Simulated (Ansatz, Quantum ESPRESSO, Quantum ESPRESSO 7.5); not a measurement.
# Work function of Ru(0001), 4 layers, one monolayer of C on top sites

Wanted: work functions and the surface dipole of Ru(0001), 4 layers, one monolayer of C on top sites at several levels, with their cost.

Main program and level: Quantum ESPRESSO 7.5; plane-wave DFT, PBE, GBRV ultrasoft pseudopotentials (geometry and cross-check by Ansatz 0.2.0 with PAW datasets; geometry under PBE).

### Step 1. The starting structure

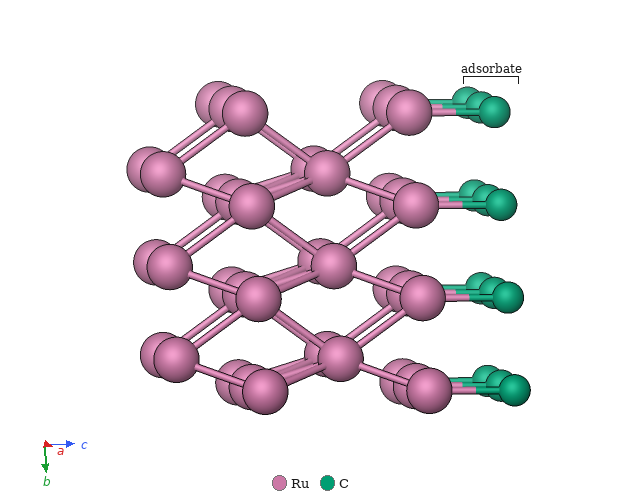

The cell as given, from the side, with the c axis across the page (ruthenium pink, carbon teal). 2×3×1 cells are drawn. Bonds to atoms that aren't drawn are left out. Some periodic images of atoms are drawn too.

The cell holds 5 atoms: 4 Ru and 1 C. Cell: a = 2.700 Å, b = 2.700 Å, c = 25.415 Å, α = 90.0°, β = 90.0°, γ = 60.0°. It derives from Ru. Vacuum lies along c.

### Step 2. Geometry from Ansatz

A relaxation in Ansatz fixes the structure of this slab for the runs on it.

Contents of input.yaml:

```yaml
crystal:
  lattice:
    - [2.7, 0.0, 0.0]
    - [1.35, 2.3382685902, 0.0]
    - [0.0, 0.0, 25.4152]
  atoms:
    - { symbol: Ru, position: [0.6666666667, 0.6666666667, 0.3265762221] }
    - { symbol: Ru, position: [0.0, 0.0, 0.4107148478] }
    - { symbol: Ru, position: [0.6666666667, 0.6666666667, 0.4948534735] }
    - { symbol: Ru, position: [0.0, 0.0, 0.5789920992] }
    - { symbol: C, position: [0.0, 0.0, 0.666341402] }
kpoints:
  mp_grid: { grid: [12, 12, 1] }
hamiltonian:
  xc: pbe
scf:
  occupations: { method: fermi_dirac, width: 0.1 }
  convergence: { dr2_threshold: 1.0e-08 }
efield:
  axis: 3
  dipole_correction: true
  ramp_position: 0.97
  ramp_width: 0.04
relax:
  f_tol: 0.01
  constraints: [{ sites: [0, 1] }]
output:
  write_potential: true
  write_density: true
  volumetric_format: npy
```

Started as:

```sh
$ ansatz run input.yaml --threads 4 --pin off --max-ram 8192MiB --backend cpu --events-out ev --progress --plain --runs-dir out
```

Numbers of over 12 decimals in the logs are rounded to 6 here.

The log of the run:

```text
Engine: ansatz 0.2.0, aarch64-unknown-linux-gnu
Pseudopotentials: kind: paw
Pseudopotential: Ru, paw, valence charge 16, recommended cutoff 420 eV (normal), Ru.paw.azcp
Pseudopotential: C, paw, valence charge 4, recommended cutoff 420 eV (normal), C.paw.azcp
Functional definition: PBE
  parameter kappa = 0.804
  parameter beta = 0.066725
  exchange = pbe_x(kappa = kappa, mu = beta*pi^2/3)
  correlation = pbe_c(beta = beta)
Crystal: 5 atoms, lattice volume = 160.454 Å³
Basis set: ecut = 420 eV, 3199 PW (Γ), exchange–correlation on 40×40×360 points (8 copies of the dense FFT grid, shifted against one another)
Bands: 41, of which v1, the nominal top of the filled ones, is band 34 counted from 1 (33 counted from 0)
Symmetry: 6 space group operations
Space group: P3m1 (ITA 156), of the structure as read, at distance tolerance 5.4e-5 Å
k-points: 19 of 144 (time reversal used)
Non-local potential: Ru, projectors of the file, l = 0: 3, l = 1: 2, l = 2: 2, l = 3: 1
Non-local potential: C, projectors of the file, l = 0: 2, l = 1: 2, l = 2: 1
PAW form: soft (Blöchl's): semilocal exchange-correlation on the pseudo side does not see the compensation charge
PAW one-centre angular grid: Ru, 590 points (default); XC on 64 Gauss nodes
PAW one-centre angular grid: C, 110 points (default); XC on 64 Gauss nodes
Initial density: superposition of atomic densities (neutral atoms: chi_scale 0, normalization atom), corrected by the library's trained network
Initial wavefunctions: pseudopotential atomic-orbital guess
Functional: x = pbe(κ = 0.804, μ = 0.219515), c = pbe(β = 0.066725)
SCF iter   1: F=—  HF=-23759.486691 eV  |F-HF|=—  |Δ(HF+E_count)|=         —  Δρ=2.28e-2  dr2=1.52e1  ethr=1.77e-3  p=-0.054 e·Å  D=-6.03e-2 V/Å  ΔV_dip=1.53 eV  dr2_dipole=6.22e0  V_vac-E_F(+/−)=6.45/4.91 eV  ⟨swp⟩=7.9  Hψ=3517  notcnv=0
efield: sawtooth ramp at fractional position 0.9700 (set: `efield.ramp_position`, or a place that a band, a saddle search or an elastic batch's reference lends), width 0.0400; the density the first Hamiltonian is built on has a dipole p = -0.054 e·Å; the dipole correction subtracts the counter field D = -6.03e-2 V/Å, which shifts the + side's vacuum level by +1.53 eV against the − side's; the planar-averaged density in the ramp window peaks in size at 1.9e-5 e/Å³
preconditioner: auto → LDOS  [metal: Δε(μ)=0.041 eV  Ē_g=4.607 eV  σ=0.100 eV  W_gap=0.10  n_scr=18 (ndim 8)  ℏωp=17.6 eV  f_vac=0.534  D(μ)=5.13/eV (n_scr^D=18)  β→1.0]
SCF iter   2: F=—  HF=-23759.313095 eV  |F-HF|=—  |Δ(HF+E_count)|=   1.74e-1  Δρ=7.39e-3  dr2=2.74e-1  ethr=1.77e-3  p=-0.074 e·Å  D=-8.31e-2 V/Å  ΔV_dip=2.11 eV  dr2_dipole=3.27e-2  V_vac-E_F(+/−)=7.06/4.95 eV  ⟨swp⟩=2.0  Hψ=1011  notcnv=0
SCF iter   3: F=—  HF=-23759.308776 eV  |F-HF|=—  |Δ(HF+E_count)|=   4.32e-3  Δρ=1.74e-3  dr2=1.90e-2  ethr=4.03e-4  p=-0.069 e·Å  D=-7.74e-2 V/Å  ΔV_dip=1.97 eV  dr2_dipole=6.04e-3  V_vac-E_F(+/−)=7.03/5.06 eV  ⟨swp⟩=2.0  Hψ=900  notcnv=0
SCF iter   4: F=—  HF=-23759.307375 eV  |F-HF|=—  |Δ(HF+E_count)|=   1.40e-3  Δρ=3.08e-4  dr2=5.68e-4  ethr=2.80e-5  p=-0.071 e·Å  D=-7.95e-2 V/Å  ΔV_dip=2.02 eV  dr2_dipole=5.79e-5  V_vac-E_F(+/−)=7.06/5.04 eV  ⟨swp⟩=1.9  Hψ=1105  notcnv=0
SCF iter   5: F=—  HF=-23759.307424 eV  |F-HF|=—  |Δ(HF+E_count)|=   4.92e-5  Δρ=1.16e-4  dr2=2.90e-5  ethr=8.36e-7  p=-0.070 e·Å  D=-7.94e-2 V/Å  ΔV_dip=2.02 eV  dr2_dipole=5.51e-6  V_vac-E_F(+/−)=7.07/5.05 eV  ⟨swp⟩=2.4  Hψ=1359  notcnv=0
SCF iter   6: F=—  HF=-23759.307475 eV  |F-HF|=—  |Δ(HF+E_count)|=   5.10e-5  Δρ=5.95e-5  dr2=1.43e-5  ethr=4.26e-8  p=-0.070 e·Å  D=-7.94e-2 V/Å  ΔV_dip=2.02 eV  dr2_dipole=2.60e-6  V_vac-E_F(+/−)=7.07/5.06 eV  ⟨swp⟩=3.1  Hψ=1649  notcnv=0
SCF iter   7: F=—  HF=-23759.307474 eV  |F-HF|=—  |Δ(HF+E_count)|=   1.21e-6  Δρ=2.12e-5  dr2=1.65e-6  ethr=2.10e-8  p=-0.070 e·Å  D=-7.93e-2 V/Å  ΔV_dip=2.02 eV  dr2_dipole=4.61e-9  V_vac-E_F(+/−)=7.08/5.06 eV  ⟨swp⟩=2.3  Hψ=1138  notcnv=0
SCF iter   8: F=—  HF=-23759.307473 eV  |F-HF|=—  |Δ(HF+E_count)|=   7.80e-7  Δρ=6.82e-6  dr2=1.71e-7  ethr=2.42e-9  p=-0.070 e·Å  D=-7.93e-2 V/Å  ΔV_dip=2.02 eV  dr2_dipole=1.21e-9  V_vac-E_F(+/−)=7.08/5.06 eV  ⟨swp⟩=2.8  Hψ=1465  notcnv=0
SCF iter   9: F=—  HF=-23759.307473 eV  |F-HF|=—  |Δ(HF+E_count)|=   8.59e-8  Δρ=2.32e-6  dr2=1.16e-8  ethr=2.51e-10  p=-0.070 e·Å  D=-7.93e-2 V/Å  ΔV_dip=2.02 eV  dr2_dipole=1.07e-9  V_vac-E_F(+/−)=7.08/5.06 eV  ⟨swp⟩=2.6  Hψ=1345  notcnv=0
SCF iter  10: F=-23759.307473 eV  HF=-23759.307473 eV  |F-HF|=2.13e-8  |Δ(HF+E_count)|=   6.28e-8  Δρ=1.02e-6  dr2=1.77e-9  ethr=1.47e-11  p=-0.070 e·Å  D=-7.93e-2 V/Å  ΔV_dip=2.02 eV  dr2_dipole=5.47e-11  V_vac-E_F(+/−)=7.08/5.06 eV  ⟨swp⟩=10.7  Hψ=5951  notcnv=0
SCF 1 converged in 10 iterations: F = -23759.307473 eV  dr2 = 1.77e-9
  greatest PAW one-centre occupation: 0.998 electrons in one spin orbital (limit 2), on the Ru atom at site 0 (counted from 0), in its partial waves of l = 0
relax step   1: F+E_penalty+E_count = -23759.30747346 eV  Δ(F+E_penalty+E_count) = +0.000e0 eV  max|allowed force component| = 2.504e0 eV/Å  Δτ_max = 0.0000 Å  (10 SCF iters, accepted)
Initial density: handed on by an earlier stage of this run
Initial wavefunctions: those handed on with the density
SCF iter   1: F=—  HF=-23760.073799 eV  |F-HF|=—  |Δ(HF+E_count)|=         —  Δρ=1.82e-2  dr2=2.49e0  ethr=3.10e-3  p=-0.070 e·Å  D=-7.93e-2 V/Å  ΔV_dip=2.02 eV  dr2_dipole=1.07e0  V_vac-E_F(+/−)=7.13/5.12 eV  ⟨swp⟩=4.7  Hψ=1841  notcnv=0
efield: sawtooth ramp at fractional position 0.9700 (set: `efield.ramp_position`, or a place that a band, a saddle search or an elastic batch's reference lends), width 0.0400; the density the first Hamiltonian is built on has a dipole p = -0.070 e·Å; the dipole correction subtracts the counter field D = -7.93e-2 V/Å, which shifts the + side's vacuum level by +2.02 eV against the − side's; the planar-averaged density in the ramp window peaks in size at 1.0e-6 e/Å³
preconditioner: auto → LDOS  [metal: Δε(μ)=0.054 eV  Ē_g=4.741 eV  σ=0.100 eV  W_gap=0.13  n_scr=18 (ndim 8)  ℏωp=17.6 eV  f_vac=0.539  D(μ)=5.20/eV (n_scr^D=18)  β→1.0]
SCF iter   2: F=—  HF=-23760.021191 eV  |F-HF|=—  |Δ(HF+E_count)|=   5.26e-2  Δρ=5.86e-3  dr2=1.27e-1  ethr=3.10e-3  p=-0.078 e·Å  D=-8.83e-2 V/Å  ΔV_dip=2.24 eV  dr2_dipole=3.77e-3  V_vac-E_F(+/−)=7.26/5.02 eV  ⟨swp⟩=1.9  Hψ=992  notcnv=0
SCF iter   3: F=—  HF=-23760.019647 eV  |F-HF|=—  |Δ(HF+E_count)|=   1.54e-3  Δρ=4.56e-3  dr2=9.83e-2  ethr=1.86e-4  p=-0.074 e·Å  D=-8.36e-2 V/Å  ΔV_dip=2.12 eV  dr2_dipole=5.15e-3  V_vac-E_F(+/−)=7.16/5.04 eV  ⟨swp⟩=3.0  Hψ=1674  notcnv=0
[...]
SCF iter   7: F=—  HF=-23760.241855 eV  |F-HF|=—  |Δ(HF+E_count)|=   9.62e-5  Δρ=5.72e-5  dr2=1.15e-5  ethr=6.36e-8  p=-0.059 e·Å  D=-6.61e-2 V/Å  ΔV_dip=1.68 eV  dr2_dipole=1.58e-7  V_vac-E_F(+/−)=6.79/5.11 eV  ⟨swp⟩=2.8  Hψ=1418  notcnv=0
SCF iter   8: F=—  HF=-23760.241865 eV  |F-HF|=—  |Δ(HF+E_count)|=   1.07e-5  Δρ=1.63e-5  dr2=4.12e-7  ethr=1.69e-8  p=-0.058 e·Å  D=-6.58e-2 V/Å  ΔV_dip=1.67 eV  dr2_dipole=8.47e-8  V_vac-E_F(+/−)=6.78/5.11 eV  ⟨swp⟩=2.1  Hψ=1105  notcnv=0
SCF iter   9: F=—  HF=-23760.241868 eV  |F-HF|=—  |Δ(HF+E_count)|=   2.23e-6  Δρ=6.24e-6  dr2=7.61e-8  ethr=6.06e-10  p=-0.058 e·Å  D=-6.57e-2 V/Å  ΔV_dip=1.67 eV  dr2_dipole=8.49e-9  V_vac-E_F(+/−)=6.78/5.11 eV  ⟨swp⟩=3.2  Hψ=1597  notcnv=0
SCF iter  10: F=—  HF=-23760.241868 eV  |F-HF|=—  |Δ(HF+E_count)|=   2.18e-7  Δρ=2.46e-6  dr2=1.58e-8  ethr=1.12e-10  p=-0.058 e·Å  D=-6.57e-2 V/Å  ΔV_dip=1.67 eV  dr2_dipole=1.07e-9  V_vac-E_F(+/−)=6.78/5.11 eV  ⟨swp⟩=2.3  Hψ=1215  notcnv=0
SCF iter  11: F=-23760.241868 eV  HF=-23760.241868 eV  |F-HF|=1.52e-8  |Δ(HF+E_count)|=   1.15e-7  Δρ=5.11e-7  dr2=7.00e-10  ethr=1.47e-11  p=-0.058 e·Å  D=-6.57e-2 V/Å  ΔV_dip=1.67 eV  dr2_dipole=1.40e-12  V_vac-E_F(+/−)=6.78/5.11 eV  ⟨swp⟩=10.2  Hψ=5741  notcnv=0
SCF 3 converged in 11 iterations: F = -23760.241868 eV  dr2 = 7.00e-10
  greatest PAW one-centre occupation: 0.999 electrons in one spin orbital (limit 2), on the Ru atom at site 3 (counted from 0), in its partial waves of l = 0
relax step   3: F+E_penalty+E_count = -23760.24186794 eV  Δ(F+E_penalty+E_count) = -2.408e-1 eV  max|allowed force component| = 5.312e0 eV/Å  Δτ_max = 0.1950 Å  (11 SCF iters, accepted)
[...]
relax step   4: F+E_penalty+E_count = -23760.52082246 eV  Δ(F+E_penalty+E_count) = -2.790e-1 eV  max|allowed force component| = 1.030e0 eV/Å  Δτ_max = 0.1270 Å  (10 SCF iters, accepted)
[...]
relax step   5: F+E_penalty+E_count = -23760.54817488 eV  Δ(F+E_penalty+E_count) = -2.735e-2 eV  max|allowed force component| = 5.119e-1 eV/Å  Δτ_max = 0.0809 Å  (9 SCF iters, accepted)
[...]
relax step   6: F+E_penalty+E_count = -23760.56048952 eV  Δ(F+E_penalty+E_count) = -1.231e-2 eV  max|allowed force component| = 1.244e-2 eV/Å  Δτ_max = 0.0624 Å  (9 SCF iters, accepted)
SCF iter   1: F=—  HF=-23760.560491 eV  |F-HF|=—  |Δ(HF+E_count)|=         —  Δρ=1.30e-4  dr2=1.71e-5  ethr=1.08e-6  p=-0.067 e·Å  D=-7.59e-2 V/Å  ΔV_dip=1.93 eV  dr2_dipole=8.86e-7  V_vac-E_F(+/−)=7.02/5.09 eV  ⟨swp⟩=2.0  Hψ=1235  notcnv=0
efield: sawtooth ramp at fractional position 0.9700 (set: `efield.ramp_position`, or a place that a band, a saddle search or an elastic batch's reference lends), width 0.0400; the density the first Hamiltonian is built on has a dipole p = -0.067 e·Å; the dipole correction subtracts the counter field D = -7.59e-2 V/Å, which shifts the + side's vacuum level by +1.93 eV against the − side's; the planar-averaged density in the ramp window peaks in size at 1.9e-6 e/Å³
preconditioner: auto → LDOS  [metal: Δε(μ)=0.132 eV  Ē_g=5.030 eV  σ=0.100 eV  W_gap=0.31  n_scr=18 (ndim 8)  ℏωp=17.6 eV  f_vac=0.546  D(μ)=3.05/eV (n_scr^D=14)  β→1.0]
SCF iter   2: F=—  HF=-23760.560494 eV  |F-HF|=—  |Δ(HF+E_count)|=   2.68e-6  Δρ=5.76e-5  dr2=7.02e-6  ethr=2.51e-8  p=-0.067 e·Å  D=-7.60e-2 V/Å  ΔV_dip=1.93 eV  dr2_dipole=1.03e-7  V_vac-E_F(+/−)=7.03/5.09 eV  ⟨swp⟩=3.0  Hψ=1643  notcnv=0
SCF iter   3: F=—  HF=-23760.560496 eV  |F-HF|=—  |Δ(HF+E_count)|=   2.19e-6  Δρ=1.92e-5  dr2=1.87e-6  ethr=1.03e-8  p=-0.067 e·Å  D=-7.60e-2 V/Å  ΔV_dip=1.93 eV  dr2_dipole=2.35e-7  V_vac-E_F(+/−)=7.03/5.09 eV  ⟨swp⟩=2.4  Hψ=1325  notcnv=0
SCF iter   4: F=—  HF=-23760.560496 eV  |F-HF|=—  |Δ(HF+E_count)|=   2.12e-7  Δρ=7.45e-6  dr2=1.56e-7  ethr=2.75e-9  p=-0.067 e·Å  D=-7.60e-2 V/Å  ΔV_dip=1.93 eV  dr2_dipole=1.40e-9  V_vac-E_F(+/−)=7.03/5.09 eV  ⟨swp⟩=2.8  Hψ=1314  notcnv=0
SCF iter   5: F=-23760.560496 eV  HF=-23760.560496 eV  |F-HF|=2.01e-8  |Δ(HF+E_count)|=   2.66e-9  Δρ=1.41e-6  dr2=4.71e-9  ethr=1.47e-11  p=-0.067 e·Å  D=-7.60e-2 V/Å  ΔV_dip=1.93 eV  dr2_dipole=5.59e-13  V_vac-E_F(+/−)=7.03/5.09 eV  ⟨swp⟩=9.8  Hψ=6712  notcnv=0
SCF 7 converged in 5 iterations: F = -23760.560496 eV  dr2 = 4.71e-9
relax step   7: F+E_penalty+E_count = -23760.56049566 eV  Δ(F+E_penalty+E_count) = -6.137e-6 eV  max|allowed force component| = 4.840e-4 eV/Å  Δτ_max = 0.0013 Å  (5 SCF iters, accepted)
NSCF: frozen V_eff on 19 k-points
the band table was solved once a step of the walk had ended and its energy, with any forces and stress, was formed, with the checks that follow a solve (3588 applications of the Hamiltonian). They found nothing against the state; the energy, forces and stress were not computed again (output.eigenvalues in the input reference)
WARN: The input density's exchange-correlation potential varies sharply where the density is thin. Do not read a vacuum level from v_tot or v_xc, or from such a field of the output density. On a cell that repeats whose density bears no net charge and no dipole along the vacuum's axis use v_es (v_loc + v_h of the components); under efield.dipole_correction with no amplitude use v_es + v_field, which holds any external [...]
SCF converged after 5 iterations
Free energy (F): -23760.560496 eV
Harris-Foulkes:  -23760.560496 eV  (|F-HF|=2.01e-8)
Internal energy: -23760.451771 eV  (E = F + TS)
E sigma→0 (E₀):  -23760.506133 eV
Entropy (-TS):   -0.108724 eV (-21.745 meV/atom)
Fermi energy:    4.663708 eV
Dipole field:    D = -0.075982 V/Å  (p = -0.067375 e·Å, saw-weighted, corrected)
Work function:   Φ+ = 7.0258 eV   Φ− = 5.0947 eV
Levels:          The Fermi level and band energies are counted from a zero that moves with the ramp; work functions are not
--- Per-component energies (eV) ---
  E_band       = -1414.118890
  E_kinetic    = 2136.865072
  E_local      = -118199.103221  (includes V_loc(G=0)·N_el)
  E_nonlocal   = 1403.702083
  E_hartree    = 57575.776724
  E_xc         = -806.243009
  E_vxc        = -1010.830262  (∫ρ·V_xc dr)
  E_paw        = -13941.764125  (= ΣΔE_a)
  E_vpaw       = -893.168821  (= ΣTr[D̂ρ^β])
  E_aug_tail   = -0.000747  (compensation charges beyond the density's cutoff)
  E_efield     = 0.002560  (sawtooth field / dipole correction)
  E_vefield    = -3.146328  (∫n·V_field dr)
  E_ewald      = 48070.312892
  E_smearing   = -0.108724  (= −TS)
  E_closure    = -0.000000  (closes the sum)
  Σ components = -23760.560496   (vs F -23760.560496, Δ=0.00e0)
--- Forces (eV/Å), atoms counted from 1 ---
  atom   1  Ru     0.00000000     0.00000000     0.55856793
  atom   2  Ru    -0.00000000     0.00000000    -0.55818544
  atom   3  Ru    -0.00000000    -0.00000000    -0.00048399
  atom   4  Ru     0.00000000     0.00000000    -0.00028241
  atom   5  C      0.00000000    -0.00000000     0.00044142
  max |Σ_I F_I| component: 5.75e-5 eV/Å
--- Band table (eV; the first three rows and the last of 19) ---
  k-point 0: bands = [... 30 lower, 2.7773, 2.7831, 3.6764, 3.6764, 4.1788, 4.1788, 4.3936, 5.2697, ... 3 higher]
  k-point 1: bands = [... 30 lower, 2.8582, 2.9588, 3.3655, 3.5966, 3.9017, 4.1340, 4.2598, 4.8205, ... 3 higher]
  k-point 2: bands = [... 30 lower, 2.9512, 3.2622, 3.3616, 3.4277, 3.6588, 4.0666, 4.1194, 5.0424, ... 3 higher]
  k-point 18: bands = [... 30 lower, 3.3220, 3.5888, 3.8971, 4.9731, 5.2072, 5.3599, 5.8187, 6.5818, ... 3 higher]
--- Relaxed structure (7 steps of the walk, 7 accepted, 0 SCFs on fresh bases) ---
  F+E_penalty+E_count = -23760.56049566 eV   max|allowed force component| = 4.840e-4 eV/Å
  atoms:
    - { symbol: Ru, position: [0.666667, 0.666667, 0.3265762221] }
    - { symbol: Ru, position: [0, 0, 0.4107148478] }
    - { symbol: Ru, position: [0.666667, 0.666667, 0.493002] }
    - { symbol: Ru, position: [5.425210638786789e-18, 0, 0.586779] }
    - { symbol: C, position: [-8.79078238529686e-18, 0, 0.653724] }
```

Elapsed: 24 s, on 4 threads of Arm Neoverse V2, shared host; peak memory 0.47 GiB; 94 s of CPU time.

Step by step:

```tsv
step	energy less that of the first step (eV)	largest force component (eV/Å)
1	0.0000	2.5038
2	-0.6936	3.1760
3	-0.9344	5.3115
4	-1.2133	1.0295
5	-1.2407	0.5119
6	-1.2530	0.0124
7	-1.2530	0.0005
```

Forces are held to the 6 operations that the run works with; a distortion that breaks them can't arise in this run.

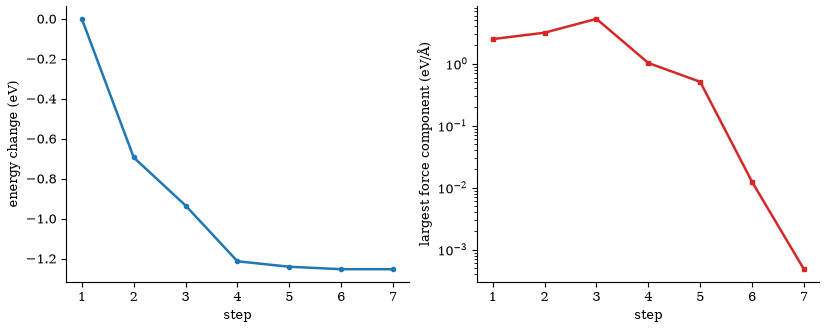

Energy and largest force along the relaxation.

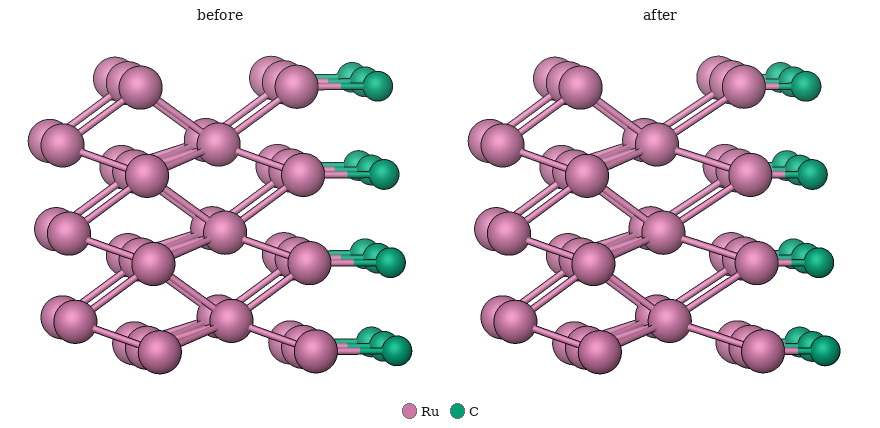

The structure before and after the relaxation, drawn at the same scale. Bonds to atoms that aren't drawn are left out.

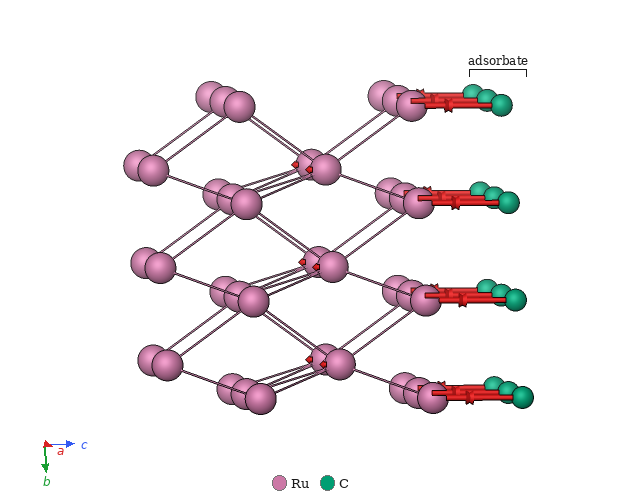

Displacements in the relaxation, exaggerated; the longest in the cell stands for 0.32 Å. Bonds to atoms that aren't drawn are left out. 2×3×1 cells are drawn. Some periodic images of atoms are drawn too.

The atoms that moved most (Å):

```tsv
atom	dx	dy	dz	length
C5	0.000	0.000	-0.321	0.321
Ru4	0.000	0.000	0.198	0.198
Ru3	0.000	0.000	-0.047	0.047
```

The relaxed structure:

```xyz
5
Lattice="2.7000 0.0000 0.0000 1.3500 2.3383 0.0000 0.0000 0.0000 25.4152" Properties=species:S:1:pos:R:3
Ru    2.7000    1.5588    8.3000
Ru    0.0000    0.0000   10.4384
Ru    2.7000    1.5588   12.5298
Ru    0.0000    0.0000   14.9131
C     0.0000    0.0000   16.6145
```

The relaxation lowers the energy by 251 meV an atom. Held were the atoms numbered 1 and 2; the forces quoted are those on the free ones.

Read from the output:

- free energy: -23760.5605 eV
- energy at zero smearing: -23760.5061 eV
- smearing term TS: 0.1087 eV
- Fermi energy: 4.664 eV
- symmetry operations: 6
- work function of the upper face: 7.026 eV
- work function of the lower face: 5.095 eV
- dipole along the normal: -0.06738 e·Å

(Part 1 of 6 ends here.)

[Logs are printed without paths, hosts, clocks, repeated set-up lines and the standing remarks that a program may print on its own settings, such as how far it seeks lower states.]

[Hosts, paths, dates, database ids (printed as entryN), source tags and the programs' standing remarks are cut or masked in the printed files.]

[Maps of the electrostatic potential energy from Ansatz leave out the sawtooth potential of an applied field or a dipole correction, so their vacuum need not be flat; planar profiles and work functions include it.]
